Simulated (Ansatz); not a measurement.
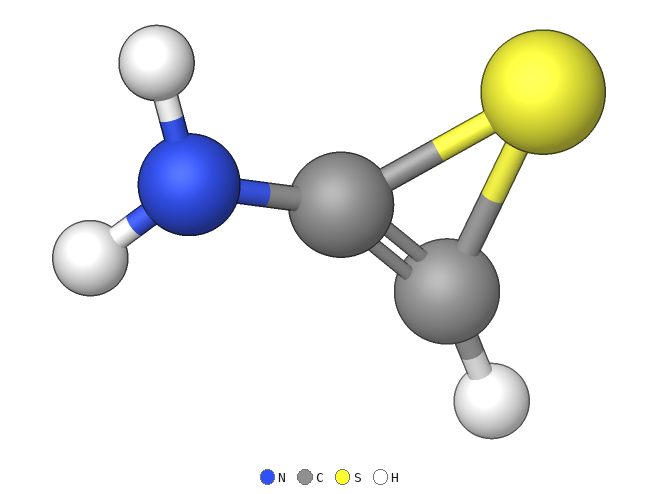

The geometry was computed by an optimisation with PBE-D4/def2-SVP. No frequency run is at hand to confirm it as a minimum.

Draw it as a skeletal formula.

SMILES: NC1=CS1

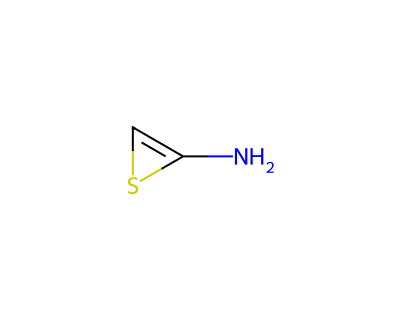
